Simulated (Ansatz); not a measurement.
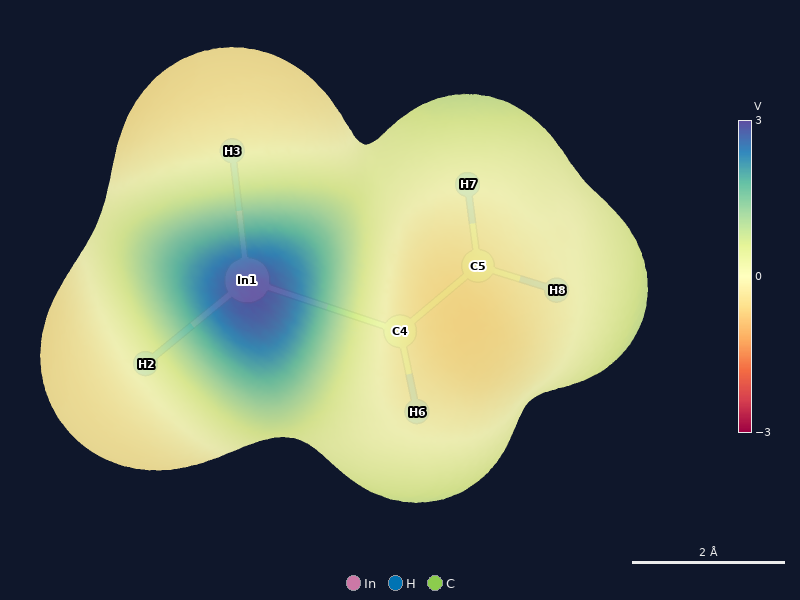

*C2H5In. The molecular electrostatic potential painted on the density surface at 0.002 e/bohr³, seen across its widest extent; the colour scale runs from red (negative) to blue (positive).*

Geometry: PBE-D4/def2-TZVP; core potentials replace the inner electrons of In.

These are results of RKS PBE0-D4/def2-TZVP in Ansatz, not measurements.

The calculation's input:

```
crystal:
  periodic: [false, false, false]
  atoms:
    - {symbol: In, position_ang: [0.900159, 1.271381, -0.391970]}
    - {symbol: H, position_ang: [2.176914, 1.659696, -1.503088]}
    - {symbol: H, position_ang: [0.232641, 2.447643, 0.703534]}
    - {symbol: C, position_ang: [0.034368, -0.696472, -0.297441]}
    - {symbol: C, position_ang: [-0.955411, -0.978676, 0.563529]}
    - {symbol: H, position_ang: [0.388096, -1.499412, -0.954389]}
    - {symbol: H, position_ang: [-1.364116, -0.230378, 1.251083]}
    - {symbol: H, position_ang: [-1.412651, -1.973792, 0.628742]}
basis:
  gaussian: {orbitals: def2-TZVP, initial_orbitals: start.molden}
hamiltonian: {xc: pbe0, dispersion: d4}
scf: {omitted_lower_state_checks: [starts]}
output: {forces: true, orbitals: {seedname: orbitals}}
```

Command:

```sh
ansatz run in.yaml --threads 4 --pin off --events-out ev --progress --plain --max-ram 3916MiB
```

Which sites attract a positive test charge, and which a negative one?

A positive charge is drawn to the negative regions and a negative charge to the positive ones. The most negative region (about −0.6 V, or −14 kcal/mol for a unit charge) lies over the π face of C4 and C5, the most positive (about +2.9 V, or +67 kcal/mol for a unit charge) over In1.
